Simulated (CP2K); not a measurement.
# BNH3Cl (SMILES NBCl) at GFN0-xTB

Aim: the vertical singlet–triplet gap of BNH3Cl at GFN0-xTB, from 2 runs. 

Program for the calculation: CP2K 2026.2.

3 further runs of the same task are left out: 2 that didn't finish, 1 set aside as unsound or not needed.

**1. The molecule**

BNH3Cl has 6 atoms, charge 0, and is taken as a singlet. SMILES: `NBCl`. The shape is that of a PBE0-D4/def2-TZVP optimisation.

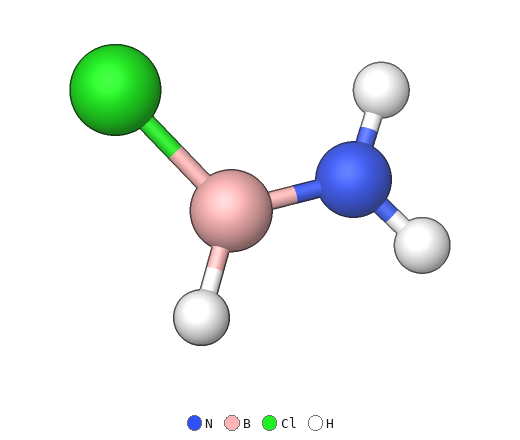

The structure, seen from a chosen angle (nitrogen blue, boron pink, chlorine green, hydrogen white).

**2. Energy and forces at GFN0-xTB**

gas.inp reads:

```
&FORCE_EVAL
  METHOD QS
  &DFT
    # Quickstep
    &QS
      METHOD XTB
      EPS_DEFAULT 1.0E-10
      &XTB
        GFN_TYPE 0
        CHECK_ATOMIC_CHARGES F
      &END XTB
    &END QS
    &POISSON
      PERIODIC NONE
      POISSON_SOLVER ANALYTIC
    &END POISSON
    &SCF
      SCF_GUESS ATOMIC
      EPS_SCF 1.0E-07
      MAX_SCF 150
      ADDED_MOS 4
      &DIAGONALIZATION
        ALGORITHM STANDARD
      &END DIAGONALIZATION
      &MIXING
        METHOD DIRECT_P_MIXING
        ALPHA 0.4
      &END MIXING
    &END SCF
    # extra output
    &PRINT
      &MOMENTS
        PERIODIC F
        REFERENCE COM
        MAX_MOMENT 1
      &END MOMENTS
      &MO ON
        ENERGIES T
        OCCUPATION_NUMBERS T
        NDIGITS 6
        &EACH
          QS_SCF 0
        &END EACH
        ADD_LAST NUMERIC
      &END MO
      &HIRSHFELD OFF
      &END HIRSHFELD
    &END PRINT
  &END DFT
  # atoms, cell and kinds
  &SUBSYS
    &CELL
      ABC 13.8 14.4 14.9
      PERIODIC NONE
    &END CELL
    &COORD
      UNIT bohr
      N     -0.7475757    -0.0147399    -1.2434398
      B      0.6984428    -0.3002775     0.9140605
      Cl     1.0013659     2.2474513     3.0537974
      H     -0.9671618    -1.4159718    -2.5069107
      H     -1.6603134     1.5958737    -1.6784547
      H      1.7551776    -2.2334673     1.3740199
    &END COORD
    &TOPOLOGY
      &CENTER_COORDINATES
      &END CENTER_COORDINATES
    &END TOPOLOGY
  &END SUBSYS
  # extra output
  &PRINT
    &FORCES ON
    &END FORCES
  &END PRINT
&END FORCE_EVAL

&GLOBAL
  PROJECT gas
  RUN_TYPE ENERGY_FORCE
  PRINT_LEVEL MEDIUM
&END GLOBAL
```

Run with:

```
OMP_NUM_THREADS=1 cp2k.psmp gas.inp > gas.out
```

The log of the run:

```text
CP2K| version string:                                       CP2K version 2026.2
[...]
 GLOBAL| Method name                                                        CP2K
[...]
 GLOBAL| Run type                                                   ENERGY_FORCE
[...]
                             - Atoms:                                          6
[...]
                             - Spherical basis functions:                     23
[...]
 Number of electrons:                                                         18
[...]
 TB_DIPOLE| Moment [Debye]         -0.83175712      -1.49477567      -2.31441273
 TB_DIPOLE| Derivative [a.u.]       0.00000000       0.00000000       0.00000000
[...]
 ENERGY| Total FORCE_EVAL ( QS ) energy [hartree]            -10.284092179926203
 FORCES| Atomic forces [hartree/bohr]
 FORCES|   Atom     x               y               z               |f|
 FORCES|      1 -3.20975785E-03 -6.60972289E-04 -5.62123744E-03   6.50674574E-03
 FORCES|      2  4.73569784E-03  6.41176721E-03  1.18092549E-02   1.42476698E-02
 FORCES|      3 -9.65179213E-04 -7.12065394E-03 -6.16590728E-03   9.46856357E-03
 FORCES|      4 -6.07476157E-04  5.51556281E-03  2.59415207E-03   6.12536410E-03
 FORCES|      5  2.65491776E-03 -6.48439731E-03  9.36000167E-05   7.00747870E-03
 FORCES|      6 -2.60820238E-03  2.33869352E-03 -2.70986230E-03   4.42894578E-03
 FORCES| Sum     1.82145965E-16  5.20417043E-18 -1.48318857E-16
 FORCES| Total atomic force                                       2.34952590E-16
[...]
```

Wall time 0.84 s (1 thread of Intel Xeon 6975P-C (Granite Rapids), shared host); peak memory 0.19 GiB.

**3. The triplet**

calc.inp reads:

```
&GLOBAL
  PROJECT calc
  RUN_TYPE ENERGY_FORCE
  PRINT_LEVEL MEDIUM
&END GLOBAL

&FORCE_EVAL
  METHOD QS
  &DFT
    CHARGE 0
    MULTIPLICITY 3
    UKS T
    &QS
      METHOD XTB
      EPS_DEFAULT 1.0E-10
      &XTB
        GFN_TYPE 0
        CHECK_ATOMIC_CHARGES F
      &END XTB
    &END QS
    &POISSON
      PERIODIC NONE
      POISSON_SOLVER ANALYTIC
    &END POISSON
    &SCF
      SCF_GUESS ATOMIC
      EPS_SCF 1.0E-07
      MAX_SCF 150
      ADDED_MOS 4
      &DIAGONALIZATION
        ALGORITHM STANDARD
      &END DIAGONALIZATION
      &MIXING
        METHOD DIRECT_P_MIXING
        ALPHA 0.4
      &END MIXING
    &END SCF
    &PRINT
      &MOMENTS
        PERIODIC F
        REFERENCE COM
        MAX_MOMENT 1
      &END MOMENTS
      &MO ON
        ENERGIES T
        OCCUPATION_NUMBERS T
        NDIGITS 6
        &EACH
          QS_SCF 0
        &END EACH
        ADD_LAST NUMERIC
      &END MO
      &HIRSHFELD OFF
      &END HIRSHFELD
    &END PRINT
  &END DFT
  &SUBSYS
    &CELL
      ABC [angstrom] 13.8 14.4 14.9
      PERIODIC NONE
    &END CELL
    &COORD
      UNIT bohr
      N     -0.7475757    -0.0147399    -1.2434398
      B      0.6984428    -0.3002775     0.9140605
      Cl     1.0013659     2.2474513     3.0537974
      H     -0.9671618    -1.4159718    -2.5069107
      H     -1.6603134     1.5958737    -1.6784547
      H      1.7551776    -2.2334673     1.3740199
    &END COORD
    &TOPOLOGY
      &CENTER_COORDINATES
      &END CENTER_COORDINATES
    &END TOPOLOGY
  &END SUBSYS
  &PRINT
    &FORCES ON
    &END FORCES
  &END PRINT
&END FORCE_EVAL
```

Run with:

```
OMP_NUM_THREADS=1 cp2k.psmp calc.inp > calc.out
```

The log of the run:

```text
CP2K| version string:                                       CP2K version 2026.2
[...]
 GLOBAL| Method name                                                        CP2K
[...]
 GLOBAL| Run type                                                   ENERGY_FORCE
[...]
                             - Atoms:                                          6
[...]
                             - Spherical basis functions:                     23
[...]
 Number of electrons:                                                         10
[...]
 TB_DIPOLE| Moment [Debye]         -2.16799465       0.90690007      -2.92438798
 TB_DIPOLE| Derivative [a.u.]       0.00000000       0.00000000       0.00000000
[...]
 ENERGY| Total FORCE_EVAL ( QS ) energy [hartree]            -10.056568333248562
 FORCES| Atomic forces [hartree/bohr]
 FORCES|   Atom     x               y               z               |f|
 FORCES|      1 -5.05101206E-02  1.08582635E-02 -7.47971402E-02   9.09053703E-02
 FORCES|      2  5.21118305E-02 -1.13814414E-02  7.70719072E-02   9.37297123E-02
 FORCES|      3 -1.17565542E-03  6.51865244E-04 -1.49417234E-03   2.00988680E-03
 FORCES|      4 -1.04671333E-03  5.65162934E-03  1.95713368E-03   6.07181153E-03
 FORCES|      5  2.20046569E-03 -6.44180612E-03 -6.02206307E-04   6.83385453E-03
 FORCES|      6 -1.57980676E-03  6.61489430E-04 -2.13552211E-03   2.73748285E-03
 FORCES| Sum    -1.88651178E-17  1.44090469E-16  9.06393016E-17
 FORCES| Total atomic force                                       1.71270076E-16
[...]
```

Wall time 0.89 s (1 thread of Intel Xeon 6975P-C (Granite Rapids), shared host); peak memory 0.18 GiB.

**4. What came out**

Level: GFN0-xTB.

| quantity | value |
| --- | --- |
| singlet: total energy | -10.28409 Eh |
| singlet: dipole moment (from atomic charges alone) | 2.88 D |
| singlet: HOMO energy | -12.08 eV |
| singlet: LUMO energy | -5.88 eV |
| singlet: HOMO–LUMO gap | 6.19 eV |
| singlet: dispersion energy | -2.48 kJ/mol |
| singlet: largest force on an atom | 0.733 eV/Å |
| triplet: total energy | -10.05657 Eh |
| triplet: dipole moment (from atomic charges alone) | 3.75 D |
| triplet: HOMO energy (highest over α and β) | -5.88 eV |
| triplet: dispersion energy | -2.48 kJ/mol |
| triplet: largest force on an atom | 4.820 eV/Å |
| vertical energy of the triplet above the singlet | 6.191 eV |

**Reading.** The method runs without spin polarisation, so open shells lack the exchange term that lowers high spin: such gaps come out too high and can have the wrong sign. The largest force (singlet) is 0.73 eV/Å: the shape isn't a stationary point for this species at this level. At this shape the triplet lies 6.19 eV (597 kJ/mol) above the singlet. The dipole (singlet) comes from point charges on the atoms alone, without atomic dipoles, so it is partial. The dipole (triplet) comes from point charges on the atoms alone, without atomic dipoles, so it is partial.
